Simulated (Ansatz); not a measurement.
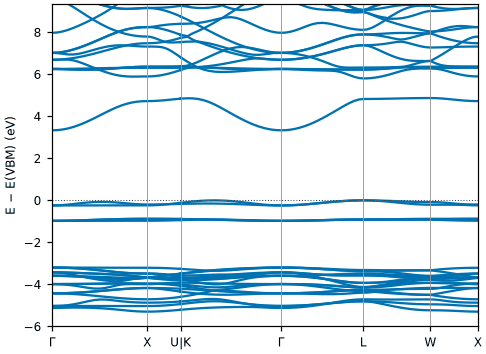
*Band structure from r²SCAN in the plane-wave PAW code Ansatz*

Q: Read off the gap and where the band edges lie.

A: About 3.3 eV (3.33 eV by a search for the band edges); maximum at L, minimum at Γ.

Q: Which compound is it?
A) RbBr, rock salt
B) Rb2YAgF6, Fm-3m (Rb on 8c, Y on 4b, Ag on 4a, F on 24e)
C) HgF2, fluorite
D) K2LiRhF6, Fm-3m (K on 8c, Li on 4b, Rh on 4a, F on 24e)

A: B, Rb2YAgF6, Fm-3m (Rb on 8c, Y on 4b, Ag on 4a, F on 24e)

The first step of the workflow began from a Materials Project structure, measured or hypothetical; the Crystallography Open Database copy checked does not list it. Whether it is the stable phase at ambient conditions was not checked. The cell was relaxed with r²SCAN under the symmetry of its start; whether a distortion lowers the energy is not shown. The run is not spin-polarised. Scalar-relativistic: spin–orbit coupling is off unless named, which matters more the heavier the elements.

Potentials: the later of the program's two PAW sets.
